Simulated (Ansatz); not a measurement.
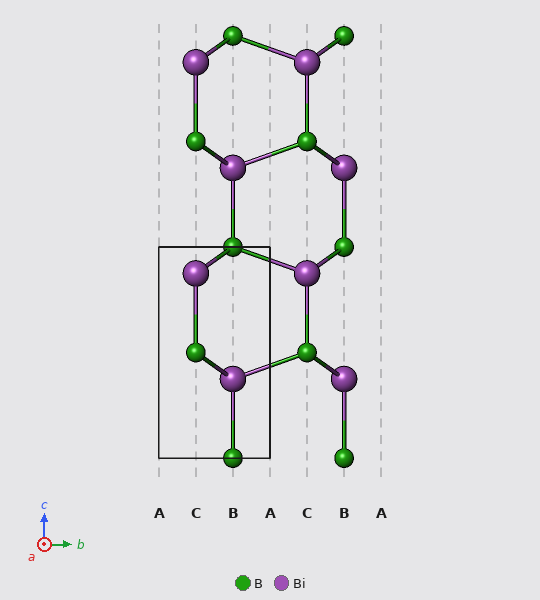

The picture looks along a close-packed row of the hexagonal mesh; c points upwards. The dashed lines mark the three columns A (0, 0), B (1/3, 2/3) and C (2/3, 1/3). The sequence starts with the first layer at or above the cell's origin.

BiB: coordinates from a relaxation with DFT, PBEsol, plane waves, PAW in Ansatz; the starting structure was generated, so it need not be a known form of this composition.

List the layers of one repeat.

Answer. B(B) – Bi(B) – B(C) – Bi(C) (four layers in 6.32 Å).

How are the B layers alone stacked?

Answer. B layers alone: BC, the hexagonal close-packed type.

Which positions between or in the B layers do the other atoms fill?

Answer. Bi: two tetrahedral sites, counted in one hexagonal cell.

What short polytype symbol fits?

Answer. Polytype symbol 2H, the symbol of a tetrahedral polytype (number of double layers in the repeat and lattice).
